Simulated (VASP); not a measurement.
Band structure of Ag$_{2}$S (space group Cmce). Level of theory: PBEsol GGA, VASP's PBE PAW potentials (set 64) (plane waves; VASP 6.6.1).

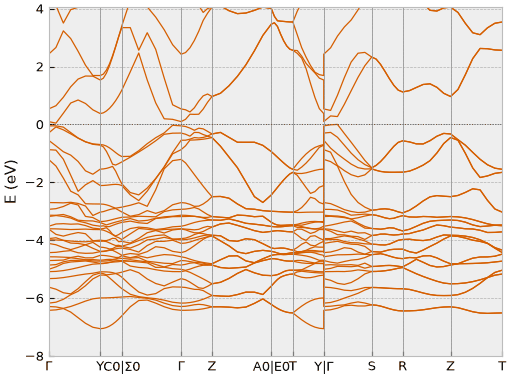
Fig. 1. Bands along high-symmetry lines, zero at the valence-band maximum or, without a gap, the Fermi level

Question: Read the plot: is there a gap, and where are the band edges?

Answer: The gap is indirect, 0.04 eV, from the valence maximum at Γ-S at 0.29 to the conduction minimum at Γ-Y at 0.14. (Edges off the drawn lines would not show.)

The structure comes from a computed database's Ag2S entry (Cmce); how it stands against other phases isn't given here. It was relaxed first, which changed the volume by -10 %.
